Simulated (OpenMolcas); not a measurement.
# GeHCl3 (SMILES [Cl][GeH]([Cl])[Cl]) at 6 levels

Aim: a comparison of 6 runs (HF/STO-3G, HF/3-21G, B3LYP/cc-pVDZ, PBE0/cc-pVDZ, revPBE/cc-pVDZ, CCSD(T)/cc-pVDZ) of GeHCl3. 

The calculation is run with OpenMolcas 26.06.

1 further run of the same task is left out (set aside as unsound or not needed).

## Step 1: Starting point

GeHCl3 has 5 atoms, charge 0, and is taken as a singlet. SMILES: `[Cl][GeH]([Cl])[Cl]`. Geometry: relaxed at PBE0-D4/def2-TZVP.

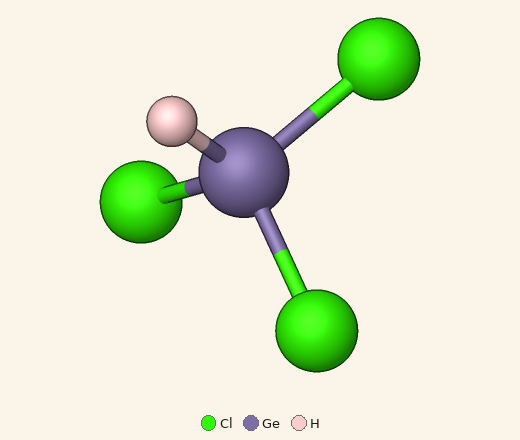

The structure, seen from a chosen angle (chlorine green, germanium purple, hydrogen pink).

## Step 2: Energy and forces at HF/STO-3G (run 1)

The input, input.xyz:

```xyz
5

Cl    -1.177700    -0.012800     1.700700
Ge     0.102400     0.090600     0.006200
Cl     1.117900    -1.767600    -0.185300
Cl    -1.095100     0.385600    -1.725800
H      1.102600     1.230700     0.163000
```

The input, run.input:

```
>>> EXPORT MOLCAS_PRINT=2
&gateway
baslib=$CurrDir
coord=input.xyz
basis=STO-3G
group=NoSym
&seward
&scf
thresholds=1e-10 1e-07 1e-07 1e-05
prorbitals=1 2
&alaska
```

The basis set STO-3G is read from a file made from the Basis Set Exchange's data (not shown).

On the command line:

```console
export MOLCAS_MEM=1860
pymolcas run.input > run.log
```

Standard output:

```text
--- Start Module: gateway ---
[...]
--- Stop Module: gateway /rc=_RC_ALL_IS_WELL_ ---
[...]
      Basis functions           46
[...]
--- Start Module: scf ---
[...]
       Convergence after   9 Iterations
[...]
::    Total SCF energy                              -3416.2475811114
[...]
      Total spin, S                                     0.0000000000
[...]
      Total electronic charge=   84.000000
      Total            charge=   -0.000000
[...]
      Dipole Moment (debye):
      Origin of the operator (angstrom)=   -0.1763   -0.2271   -0.0375
                   X=  1.7046E+00               Y=  1.9430E+00               Z=  2.6677E-01           Total=  2.5985E+00
      Quadrupole Moment (debye*angstrom):
[...]
--- Stop Module: scf /rc=_RC_ALL_IS_WELL_ ---
--- Start Module: alaska ---
[...]
 *              Molecular gradients               *
 **************************************************
  Irreducible representation: a
 ------------------------------------------------------------------------------------------
                              X                       Y                       Z
 ------------------------------------------------------------------------------------------
  CL1               1.88209891111768E-03   -1.30482496606743E-04   -2.88245984643964E-03
  GE2              -2.17338686270239E-02   -2.47688430154369E-02   -3.40105669706769E-03
  CL3              -1.96322279899519E-03    2.79709344946610E-03    2.81057249361449E-04
  CL4               1.72737286690960E-03   -7.96646788531419E-04    2.84652493352411E-03
  H5                2.00876196479403E-02    2.28988788511320E-02    3.15593436064265E-03
 ------------------------------------------------------------------------------------------
--- Stop Module: alaska /rc=_RC_ALL_IS_WELL_ ---
[...]
```

Run time: 2.7 s. Hardware: 1 thread of Intel Xeon 6975P-C (Granite Rapids), shared host; peak memory 0.38 GiB.

## Step 3: Energy and gradient at HF/3-21G (run 2)

The input, job.inp:

```
&gateway
baslib = $CurrDir
basisset
Cl.3-21G....
Cl1 -1.177700 -0.012800 1.700700 angstrom
Cl3 1.117900 -1.767600 -0.185300 angstrom
Cl4 -1.095100 0.385600 -1.725800 angstrom
End of Basis
basisset
Ge.3-21G....
Ge2 0.102400 0.090600 0.006200 angstrom
End of Basis
basisset
H.3-21G....
H5 1.102600 1.230700 0.163000 angstrom
End of Basis
&seward
&scf
thresholds = 1e-10 1e-07 1e-07 1e-05
prorbitals = 1
&alaska
```

The basis set 3-21G is read from a file made from the Basis Set Exchange's data (not shown).

On the command line:

```console
export MOLCAS_MEM=1860
pymolcas job.inp > job.log
```

Standard output:

```text
--- Start Module: gateway ---
[...]
--- Stop Module: gateway /rc=_RC_ALL_IS_WELL_ ---
[...]
      Basis functions           63
[...]
--- Start Module: scf ---
[...]
       Convergence after  10 Iterations
[...]
::    Total SCF energy                              -3437.9333455257
[...]
      Total spin, S                                     0.0000000000
[...]
      Total electronic charge=   84.000000
      Total            charge=   -0.000000
[...]
      Dipole Moment (debye):
      Origin of the operator (angstrom)=   -0.1763   -0.2271   -0.0375
                   X=  1.7393E+00               Y=  1.9826E+00               Z=  2.7225E-01           Total=  2.6514E+00
      Quadrupole Moment (debye*angstrom):
[...]
--- Stop Module: scf /rc=_RC_ALL_IS_WELL_ ---
[...]
--- Start Module: alaska ---
[...]
 *              Molecular gradients               *
 **************************************************
  Irreducible representation: a
 ------------------------------------------------------------------------------------------
                              X                       Y                       Z
 ------------------------------------------------------------------------------------------
  CL1               1.78779614275797E-02    8.04849498838300E-04   -2.45551442590184E-02
  CL3              -1.52557990537971E-02    2.61209337412112E-02    2.67171787503040E-03
  CL4               1.66686291973654E-02   -4.94372665317222E-03    2.48908901779004E-02
  GE2              -2.27047621164722E-02   -2.58749033152874E-02   -3.54896267877658E-03
  H5                3.41397054535975E-03    3.89284672842294E-03    5.41498884778502E-04
 ------------------------------------------------------------------------------------------
--- Stop Module: alaska /rc=_RC_ALL_IS_WELL_ ---
[...]
```

It took 3.3 s on 1 thread of Intel Xeon 6975P-C (Granite Rapids), shared host; peak memory 0.4 GiB.

Runs 3 to 5 aren't shown in full; the table further down has their settings and results.

## Step 4: The energy at CCSD(T)/cc-pVDZ (run 6)

The input, struct.xyz:

```xyz
5

Cl    -1.177700    -0.012800     1.700700
Ge     0.102400     0.090600     0.006200
Cl     1.117900    -1.767600    -0.185300
Cl    -1.095100     0.385600    -1.725800
H      1.102600     1.230700     0.163000
```

The input, job.inp:

```
>>> EXPORT MOLCAS_PRINT=2
&GATEWAY
BasLib=$CurrDir
Coord=struct.xyz
Basis=cc-pVDZ
Group=NoSym
&SEWARD
&SCF
Thresholds=1e-10 1e-07 1e-07 1e-05
PrOrbitals=1 2
&RASSCF
FileOrb=$Project.ScfOrb
Spin=1
Nactel=0 0 0
Inactive=42
Ras2=0
OutOrbitals=Canonical
OrbListing=Nothing
&MOTRA
JobIph
Frozen=24
&CCSDT
CCT
Triples=2
Iterations=80
Accuracy=1e-08
Extrapolation=5 4
```

The basis set cc-pVDZ is read from a file made from the Basis Set Exchange's data (not shown).

On the command line:

```console
export MOLCAS_MEM=1860
pymolcas job.inp > job.log
```

Standard output:

```text
--- Start Module: gateway ---
[...]
--- Stop Module: gateway /rc=_RC_ALL_IS_WELL_ ---
[...]
      Basis functions           86
[...]
       Convergence after  12 Iterations
[...]
::    Total SCF energy                              -3454.5608789213
[...]
      Total spin, S                                     0.0000000000
[...]
      Number of active orbitals                  0
[...]
      Spin quantum number                      0.0
[...]
      Active orbitals                            0
[...]
      Number of CSFs                             1
[...]
      Number of root(s) required                 1
[...]
      Convergence after  4 iterations
[...]
      Natural orbitals and occupation numbers for root  1
      ************************************************************************************************************************
      *                                                    Final results                                                     *
      ************************************************************************************************************************
[...]
::    RASSCF root number  1 Total energy:  -3454.56087892
[...]
      Total electronic charge=   84.000000
      Total            charge=   -0.000000
[...]
      Dipole Moment (debye):
      Origin of the operator (angstrom)=   -0.1763   -0.2271   -0.0375
                   X=  1.1688E+00               Y=  1.3323E+00               Z=  1.8298E-01           Total=  1.7817E+00
      Quadrupole Moment (debye*angstrom):
[...]
--- Start Module: motra ---
[...]
      *** WARNING: Default frozen orbitals is overwritten by user input.
      *** Default values:  29
[...]
--- Stop Module: motra /rc=_RC_ALL_IS_WELL_ ---
--- Start Module: ccsdt ---
[...]
      Convergence after                    14  Iterations
      Total energy (diff) :   -3455.10991559      -0.00000001
[...]
 METHOD                       : CCSD+T(CCSD)+<T3(1)WT1> = CCSD(T)
[...]
       CCSD     =     -3455.1099155901102
[...]
--- Stop Module: ccsdt /rc=_RC_ALL_IS_WELL_ ---
[...]
```

Wall time 33 s (1 thread of Intel Xeon 6975P-C (Granite Rapids), shared host); peak memory 0.47 GiB.

## Step 5: All runs side by side

| run | level | integration grid | task | energy (Eh) | dipole moment (D) of the reference | HOMO energy (eV) | LUMO energy (eV) | wall time |
| --- | --- | --- | --- | --- | --- | --- | --- | --- |
| 1 | HF/STO-3G | – | gradient | -3416.247581 | 2.60 | -11.24 | 5.96 | 2.7 s |
| 2 | HF/3-21G | – | gradient | -3437.933346 | 2.65 | -13.23 | 1.91 | 3.3 s |
| 3 | B3LYP/cc-pVDZ | UltraFine | gradient | -3458.393738 | 1.52 | -8.96 | -1.63 | 22 s |
| 4 | PBE0/cc-pVDZ | UltraFine | gradient | -3457.598253 | 1.58 | -9.33 | -1.37 | 18 s |
| 5 | revPBE/cc-pVDZ | UltraFine | gradient | -3457.889116 | 1.45 | -7.81 | -2.23 | 20 s |
| 6 | CCSD(T)/cc-pVDZ | – | energy | -3455.122895 | 1.78 | -12.74 | 2.62 | 33 s |

## Step 6: Summary of results

| quantity | value |
| --- | --- |
| run 6: total energy | -3455.12289 Eh |
| run 6: dipole moment (mean-field density) | 1.78 D |
| run 6: HOMO energy (Hartree–Fock orbitals) | -12.74 eV |
| run 6: LUMO energy (Hartree–Fock orbitals) | 2.62 eV |
| run 6: HOMO–LUMO gap (Hartree–Fock orbitals) | 15.36 eV |
| run 6: correlation energy (24 core orbitals frozen) | -562.0 mEh |
| run 6: (T) correction | -12.98 mEh |

**Reading.** Over runs 1, 2, 3, 4, 5 the dipole moment (its size) runs from 1.45 D (revPBE/cc-pVDZ) to 2.65 D (HF/3-21G). The two ends differ in method and basis. Over runs 1, 2, 3, 4, 5 the HOMO–LUMO gap runs from 5.58 eV (revPBE/cc-pVDZ) to 17.20 eV (HF/STO-3G). Totals of different functionals can't be ranked against each other. In run 1 the basis is minimal, so the values are rough. All runs together took 98 s, the longest 33 s.
